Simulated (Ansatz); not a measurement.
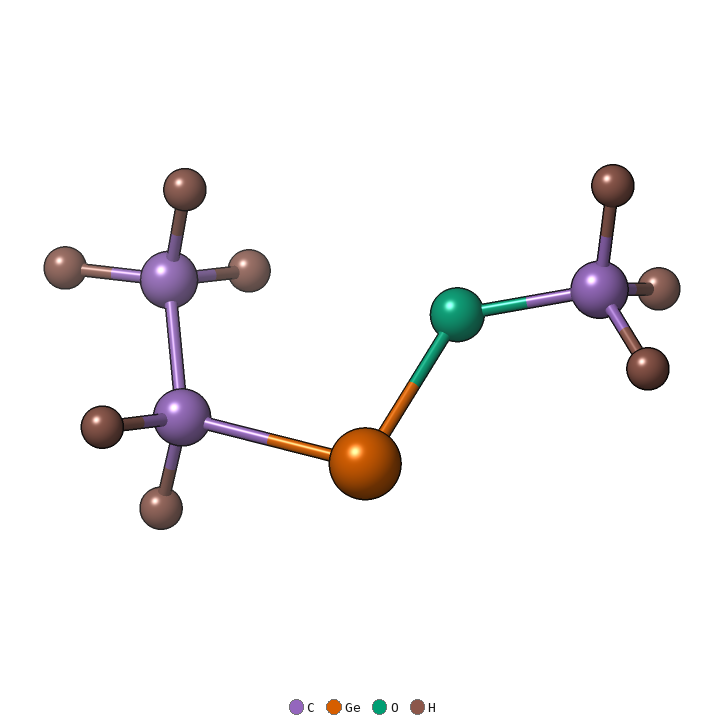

Computed geometry: PBE-D4/def2-SVP optimisation. No frequency run is at hand to confirm it as a minimum.

Draw it as a skeletal formula.

SMILES: C[CH2][Ge][O]C

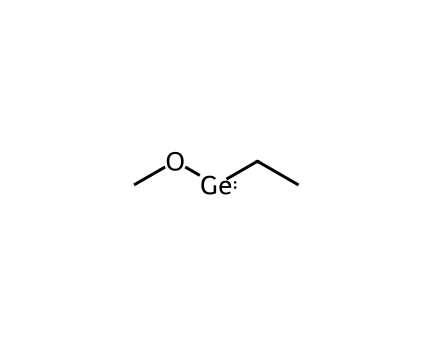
